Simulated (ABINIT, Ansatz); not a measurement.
## KRb2GaF6 (Fm-3m): bands and cutoff in G0W0 with ABINIT

What does each rung of G0W0 on KRb2GaF6 (Fm-3m) cost, and what does it buy?

Main program and level: ABINIT 10.8.3; PBEsol and many-body steps on it, plane waves.

**1. The structure**

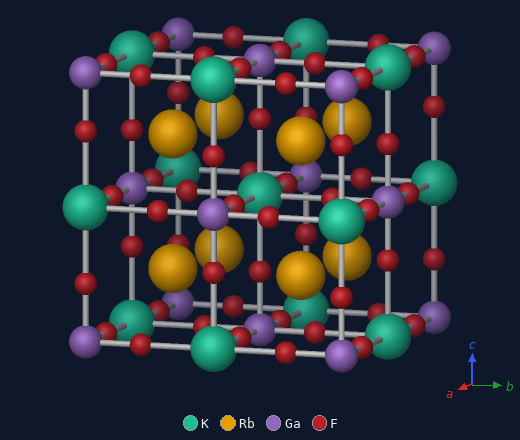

The starting structure, seen slightly off an axis (potassium teal, rubidium orange, gallium purple, fluorine red). This picture shows the conventional cell, with its axes. Some periodic images of atoms are drawn too.

The cell and positions are those that the Materials Project relaxed with its own functionals (PBE, PBE+U or r2SCAN), kept fixed.

**2. Empty states on the mesh, 2×2×2 mesh, 600 bands**

This step: ABINIT 10.8.3; DFT, PBEsol, plane waves, norm-conserving pseudopotentials.

The sums over transitions need many empty states on a uniform mesh; this step solves for them.

Input file run.abi:

```
acell 3*1.0 Angstrom
rprim 
  -0.000000000000 4.378547672900 4.378547672900
  4.378547672900 -0.000000000000 4.378547672900
  4.378547672900 4.378547672900 -0.000000000000
ntypat 4
znucl 19 37 31 9
natom 10
typat 1 2 2 3 4 4 4 4 4 4
xred 
  0.500000000000 0.500000000000 0.500000000000
  0.750000000000 0.750000000000 0.750000000000
  0.250000000000 0.250000000000 0.250000000000
  0.000000000000 0.000000000000 0.000000000000
  0.783440950000 0.216559050000 0.783440950000
  0.216559050000 0.216559050000 0.783440950000
  0.783440950000 0.783440950000 0.216559050000
  0.783440950000 0.216559050000 0.216559050000
  0.216559050000 0.783440950000 0.216559050000
  0.216559050000 0.783440950000 0.783440950000
pp_dirpath "pseudos"
pseudos "K.upf, Rb.upf, Ga.upf, F.upf"
ecut 45
ngkpt 2 2 2
nshiftk 1
shiftk 0 0 0
kptopt 1
chksymbreak 0
iscf -2
irdden 1
istwfk *1
nband 600
nbdbuf 54
tolwfr 1e-09
nstep 60
prtvol 0
indata_prefix "in"
outdata_prefix "out"
tmpdata_prefix "tmp"
```

Launch:

```bash
OMP_NUM_THREADS=1 mpirun -n 8 abinit run.abi > log
```

Numbers of over 12 decimals in the logs are rounded to 6 here.

What it wrote:

```text
.Version 10.8.3 of ABINIT. v10.8.2 released Aug 2026.

 Symmetries : space group Fm -3 m (#225); Bravais cF (face-center cubic)
[... echo of the input left out ...]
== DATASET  1 ==================================================================
-   mpi_nproc: 8, omp_nthreads: 1 (-1 if OMP is not activated)
-    --> not optimal distribution: autoparal keyword recommended in input file <--

--- !DatasetInfo
iteration_state: {dtset: 1, }
dimensions: {natom: 10, nkpt: 3, mband: 600, nsppol: 1, nspinor: 1, nspden: 1, mpw: 16361, }
cutoff_energies: {ecut:  45.0, pawecutdg:  -1.0, }
[...]
4.54750    4.55090    4.56213    4.56231    4.56330    4.56459    4.56568    4.56618
   4.57122    4.57158    4.57287    4.57338    4.57544    4.57963    4.58118    4.61533
 prteigrs : prtvol=0 or 1, do not print more k-points.

== END DATASET(S) ==============================================================
================================================================================

 -outvars: echo values of variables after computation  --------
            nband         600
             nkpt           3
          spgroup         225
 [... the other variables as echoed above ...]

 Calculation completed.
```

The job ended after 37 min (8 MPI ranks of Arm Neoverse N1, shared host; peak memory 1.4 GiB).

This step gave:

```
gap                                                           : 6.190 eV
k of the valence top                                          : 0, 0, 0
k of the conduction bottom                                    : 0, 0, 0
least direct gap                                              : 6.190 eV
k points computed                                             : 3
lowest point of the top converged band, above the valence top : 115.4721 eV
```

On this mesh the gap is 6.190 eV.

The density comes from a self-consistent run that is not shown.

**3. Screening, 2×2×2 mesh, 107 bands, screening to 76.2 eV**

The RPA dielectric matrix is built and inverted for each q.

This step: RPA screening on PBEsol, plane waves, norm-conserving pseudopotentials.

Edit run.abi of step 2 so:

```diff
@@ -28,10 +28,11 @@
 chksymbreak 0
-iscf -2
-irdden 1
 istwfk *1
-nband 600
-nbdbuf 54
-tolwfr 1e-09
-nstep 60
-prtvol 0
+occopt 1
+irdwfk 1
+optdriver 3
+nband 107
+ecuteps 2.8
+inclvkb 2
+awtr 1
+symchi 1
 indata_prefix "in"
```

What it wrote:

```text
.Version 10.8.3 of ABINIT. v10.8.2 released Aug 2026.

 Symmetries : space group Fm -3 m (#225); Bravais cF (face-center cubic)
[... echo of the input left out ...]
== DATASET  1 ==================================================================
-   mpi_nproc: 8, omp_nthreads: 1 (-1 if OMP is not activated)

--- !DatasetInfo
iteration_state: {dtset: 1, }
dimensions: {natom: 10, nkpt: 3, mband: 107, nsppol: 1, nspinor: 1, nspden: 1, mpw: 16361, }
cutoff_energies: {ecut:  45.0, pawecutdg:  -1.0, }
electrons: {nelect:   9.00000000E+01, charge:   0.00000000E+00, occopt:   1.00000000E+00, tsmear:   1.00000000E-02, }

 SCREENING: Calculation of the susceptibility and dielectric matrices

 Based on a program developped by R.W. Godby, V. Olevano, G. Onida, and L. Reining.
 Incorporated in ABINIT by V. Olevano, G.-M. Rignanese, and M. Torrent.
.Using double precision arithmetic ; gwpc =  8

[... cell and pseudopotentials left out ...]
--------------------------------------------------------------------------------

 ==== K-mesh for the wavefunctions ====
 Number of points in the irreducible wedge :     3
[... list of points left out ...]
 Together with 48 symmetry operations and time-reversal symmetry
 yields     8 points in the full Brillouin Zone.

 ==== Q-mesh for the screening function ====
 Number of points in the irreducible wedge :     3
[... list of points left out ...]
 Together with 48 symmetry operations and time-reversal symmetry
 yields     8 points in the full Brillouin Zone.

 setmesh: FFT mesh size selected  =    45x   45x   45
          total number of points  =        91125

 vcoul_init : cutoff-mode = AUXILIARY_FUNCTION
 q-points for optical limit:   1
     1)      0.000010    0.000020    0.000030

- screening: taking advantage of time-reversal symmetry
- Maximum band index for partially occupied states nbvw = 45
- Remaining bands to be divided among processors   nbcw = 62
- Number of bands treated by each node ~7

 Number of electrons calculated from density =   90.0000; Expected =   90.0000
 average of density, n =  0.079438
 r_s =    1.4431
 omega_plasma =   27.1874 [eV]

 calculating chi0 at frequencies [eV] :
  1    0.000000E+00    0.000000E+00
  2    0.000000E+00    2.718745E+01

--------------------------------------------------------------------------------
  q-point number  1        q = ( 0.000000, 0.000000, 0.000000) [r.l.u.]
--------------------------------------------------------------------------------
[... chi0 elements left out ...]
 For q-point:  0.000010 0.000020 0.000030
  dielectric constant =   2.0267
  dielectric constant without local fields =   2.2017

  Average fulfillment of the sum rule on Im[epsilon] for q-point    1 :     27.17  [%]
[... wings left out ...]
  q-point number  2        q = ( 0.500000, 0.000000, 0.000000) [r.l.u.]
--------------------------------------------------------------------------------
[... chi0 elements left out ...]
  Average fulfillment of the sum rule on Im[epsilon] for q-point    2 :     32.18  [%]

 [... 1 further q-points ...]
```

It took 91 s on 8 MPI ranks; peak memory 4.5 GiB; 12 min of CPU time.

This step gave:

```yaml
eps_infinity_with_local_fields_on_this_mesh_along_the_program_s_q_direction: 2.027
the_same_without_local_fields: 2.202
plasma_frequency: 27.19 eV
plane_waves_in_the_screening_matrix: 259
```

Local fields lower ε∞ by 8 %. On a Γ-centred mesh this coarse the value itself is usually too large, while a short band sum pulls it down.

**4. 107 bands, 76.2 eV**

The self-energy is evaluated for the states that the input lists, and the levels follow from it, in one-shot runs by the linearised quasiparticle equation.

This step: G0W0 on PBEsol, plane waves, norm-conserving pseudopotentials.

Edit run.abi of step 3 so:

```diff
@@ -31,8 +31,15 @@
 irdwfk 1
-optdriver 3
+optdriver 4
 nband 107
+gwcalctyp 0
+ecutsigx 45
+symsigma 1
+nkptgw 1
+kptgw 
+  0.0000000000 0.0000000000 0.0000000000
+bdgw 
+  43 48
 ecuteps 2.8
-inclvkb 2
-awtr 1
-symchi 1
+irdscr 1
+ppmodel 1
 indata_prefix "in"
```

What it wrote:

```text
.Version 10.8.3 of ABINIT. v10.8.2 released Aug 2026.

 Symmetries : space group Fm -3 m (#225); Bravais cF (face-center cubic)
[... echo of the input left out ...]
== DATASET  1 ==================================================================
-   mpi_nproc: 8, omp_nthreads: 1 (-1 if OMP is not activated)

--- !DatasetInfo
iteration_state: {dtset: 1, }
dimensions: {natom: 10, nkpt: 3, mband: 107, nsppol: 1, nspinor: 1, nspden: 1, mpw: 16361, }
cutoff_energies: {ecut:  45.0, pawecutdg:  -1.0, }
electrons: {nelect:   9.00000000E+01, charge:   0.00000000E+00, occopt:   1.00000000E+00, tsmear:   1.00000000E-02, }

 SIGMA: Calculation of the GW corrections

 Based on a program developped by R.W. Godby, V. Olevano, G. Onida, and L. Reining.
 Incorporated in ABINIT by V. Olevano, G.-M. Rignanese, and M. Torrent.
.Using double precision arithmetic ; gwpc =  8

[... cell and pseudopotentials left out ...]
--------------------------------------------------------------------------------

 ==== K-mesh for the wavefunctions ====
 Number of points in the irreducible wedge :     3
[... list of points left out ...]
 Together with 48 symmetry operations and time-reversal symmetry
 yields     8 points in the full Brillouin Zone.

 ==== Q-mesh for screening function ====
 Number of points in the irreducible wedge :     3
[... list of points left out ...]
 Together with 48 symmetry operations and time-reversal symmetry
 yields     8 points in the full Brillouin Zone.

 vcoul_init : cutoff-mode = AUXILIARY_FUNCTION
 q-points for optical limit:   1
     1)      0.000010    0.000020    0.000030
 setmesh: FFT mesh size selected  =    72x   72x   72
          total number of points  =       373248

 Number of electrons calculated from density =   90.0000; Expected =   90.0000
 average of density, n =  0.079438
 r_s =    1.4431
 omega_plasma =   27.1874 [eV]

 === KS Band Gaps ===
  >>>> For spin  1
   Minimum direct gap =   6.1897 [eV], located at k-point      :   0.0000  0.0000  0.0000
   Fundamental gap    =   6.1897 [eV], Top of valence bands at :   0.0000  0.0000  0.0000
                                       Bottom of conduction at :   0.0000  0.0000  0.0000
 SIGMA fundamental parameters:
 PLASMON POLE MODEL  1
 number of plane-waves for SigmaX                16361
 number of plane-waves for SigmaC and W            259
 number of plane-waves for wavefunctions         16361
 number of bands                                   107
 number of independent spin polarizations            1
 number of spinorial components                      1
 number of k-points in IBZ                           3
 number of q-points in IBZ                           3
 number of symmetry operations                      48
 number of k-points in BZ                            8
 number of q-points in BZ                            8
 number of frequencies for dSigma/dE                 9
 frequency step for dSigma/dE [eV]                0.25
 number of omega for Sigma on real axis              0
 max omega for Sigma on real axis  [eV]           0.00
 zcut for avoiding poles [eV]                     0.10

 EPSILON^-1 parameters (SCR file):
 dimension of the eps^-1 matrix on file            259
 dimension of the eps^-1 matrix used               259
 number of plane-waves for wavefunctions         16361
 number of bands                                   107
 number of q-points in IBZ                           3
 number of frequencies                               2
 number of real frequencies                          1
 number of imag frequencies                          1

 matrix elements of self-energy operator (all in [eV])

 Perturbative Calculation

--- !SelfEnergy_ee
iteration_state: {dtset: 1, }
kpoint     : [   0.000,    0.000,    0.000, ]
spin       : 1
KS_gap     :    6.190
QP_gap     :   10.227
Delta_QP_KS:    4.038
data: !SigmaeeData |
     Band     E0 <VxcDFT>   SigX SigC(E0)      Z dSigC/dE  Sig(E)    E-E0       E
       43  -0.821 -22.439 -29.922   5.061   0.813  -0.230 -24.407  -1.968  -2.789
       44  -0.821 -22.439 -29.922   5.061   0.813  -0.230 -24.407  -1.968  -2.789
       45  -0.821 -22.439 -29.922   5.061   0.813  -0.230 -24.407  -1.968  -2.789
       46   5.369 -10.808  -6.266  -2.238   0.898  -0.114  -8.739   2.069   7.438
       47   8.334  -8.349  -3.744  -2.127   0.907  -0.103  -6.102   2.248  10.581
       48   8.334  -8.349  -3.744  -2.127   0.907  -0.103  -6.102   2.248  10.581

== END DATASET(S) ==============================================================
================================================================================

 -outvars: echo values of variables after computation  --------
           etotal      0.0000000000E+00
            nband         107
             nkpt           3
          spgroup         225
 [... the other variables as echoed above ...]

 Calculation completed.
```

The job ended after 16 s (8 MPI ranks; peak memory 3.3 GiB).

Numbers from this step:

| Property | Result |
| --- | --- |
| G0W0 gap on the points computed | 10.23 eV |
| starting gap on the mesh | 6.190 eV |
| k of the valence top | 0, 0, 0 |
| k of the conduction bottom | 0, 0, 0 |
| Z at the valence top | 0.813 |
| Z at the conduction bottom | 0.898 |
| least direct G0W0 gap on the computed points | 10.23 eV |

The gap on the mesh goes from 6.19 eV to 10.23 eV, a correction of +4.04 eV.

**5. Screening, 2×2×2 mesh, 249 bands, screening to 141.5 eV**

This step: RPA screening on PBEsol, plane waves, norm-conserving pseudopotentials.

Edit run.abi of step 4 so:

```diff
@@ -31,15 +31,8 @@
 irdwfk 1
-optdriver 4
-nband 107
-gwcalctyp 0
-ecutsigx 45
-symsigma 1
-nkptgw 1
-kptgw 
-  0.0000000000 0.0000000000 0.0000000000
-bdgw 
-  43 48
-ecuteps 2.8
-irdscr 1
-ppmodel 1
+optdriver 3
+nband 249
+ecuteps 5.2
+inclvkb 2
+awtr 1
+symchi 1
 indata_prefix "in"
```

What it wrote:

```text
.Version 10.8.3 of ABINIT. v10.8.2 released Aug 2026.

 Symmetries : space group Fm -3 m (#225); Bravais cF (face-center cubic)
[... echo of the input left out ...]
== DATASET  1 ==================================================================
-   mpi_nproc: 8, omp_nthreads: 1 (-1 if OMP is not activated)

--- !DatasetInfo
iteration_state: {dtset: 1, }
dimensions: {natom: 10, nkpt: 3, mband: 249, nsppol: 1, nspinor: 1, nspden: 1, mpw: 16361, }
cutoff_energies: {ecut:  45.0, pawecutdg:  -1.0, }
electrons: {nelect:   9.00000000E+01, charge:   0.00000000E+00, occopt:   1.00000000E+00, tsmear:   1.00000000E-02, }

 SCREENING: Calculation of the susceptibility and dielectric matrices

 Based on a program developped by R.W. Godby, V. Olevano, G. Onida, and L. Reining.
 Incorporated in ABINIT by V. Olevano, G.-M. Rignanese, and M. Torrent.
.Using double precision arithmetic ; gwpc =  8

[... cell and pseudopotentials left out ...]
--------------------------------------------------------------------------------

 ==== K-mesh for the wavefunctions ====
 Number of points in the irreducible wedge :     3
[... list of points left out ...]
 Together with 48 symmetry operations and time-reversal symmetry
 yields     8 points in the full Brillouin Zone.

 ==== Q-mesh for the screening function ====
 Number of points in the irreducible wedge :     3
[... list of points left out ...]
 Together with 48 symmetry operations and time-reversal symmetry
 yields     8 points in the full Brillouin Zone.

 setmesh: FFT mesh size selected  =    48x   48x   48
          total number of points  =       110592

 vcoul_init : cutoff-mode = AUXILIARY_FUNCTION
 q-points for optical limit:   1
     1)      0.000010    0.000020    0.000030

- screening: taking advantage of time-reversal symmetry
- Maximum band index for partially occupied states nbvw = 45
- Remaining bands to be divided among processors   nbcw = 204
- Number of bands treated by each node ~25

 Number of electrons calculated from density =   90.0000; Expected =   90.0000
 average of density, n =  0.079438
 r_s =    1.4431
 omega_plasma =   27.1874 [eV]

 calculating chi0 at frequencies [eV] :
  1    0.000000E+00    0.000000E+00
  2    0.000000E+00    2.718745E+01

--------------------------------------------------------------------------------
  q-point number  1        q = ( 0.000000, 0.000000, 0.000000) [r.l.u.]
--------------------------------------------------------------------------------
[... chi0 elements left out ...]
 For q-point:  0.000010 0.000020 0.000030
  dielectric constant =   2.0645
  dielectric constant without local fields =   2.2738

  Average fulfillment of the sum rule on Im[epsilon] for q-point    1 :     50.20  [%]
[... wings left out ...]
  q-point number  2        q = ( 0.500000, 0.000000, 0.000000) [r.l.u.]
--------------------------------------------------------------------------------
[... chi0 elements left out ...]
  Average fulfillment of the sum rule on Im[epsilon] for q-point    2 :     53.86  [%]

 [... 1 further q-points ...]
```

Wall time 5.1 min (8 MPI ranks); peak memory 5.8 GiB.

This step gave:

```yaml
eps_infinity_with_local_fields_on_this_mesh_along_the_program_s_q_direction: 2.064
the_same_without_local_fields: 2.274
plasma_frequency: 27.19 eV
plane_waves_in_the_screening_matrix: 645
```

(Continued in part 2 of 2.)

[Paths, hosts, dates, memory and timing lines, banners, echoed tables and standing remarks are left out of the program output.]

[Logs are printed without paths, hosts, clocks, repeated set-up lines and the standing remarks that a program may print on its own settings, such as how far it seeks lower states.]

[Runs of the session that timed out or met a known fault of the program may be left out.]

[Hosts, paths, dates, database ids (printed as entryN), source tags and the programs' standing remarks are cut or masked in the printed files.]

[G0W0 gaps are taken among the corrected bands and points alone; a level outside them can change the order at an edge.]

[Where Ansatz stands beside ABINIT at settings called matched, ABINIT's density can come from a denser mesh and the files from another edition; pairs whose starting gaps differed by over 0.03 eV were left out, so agreement reads better than it is.]
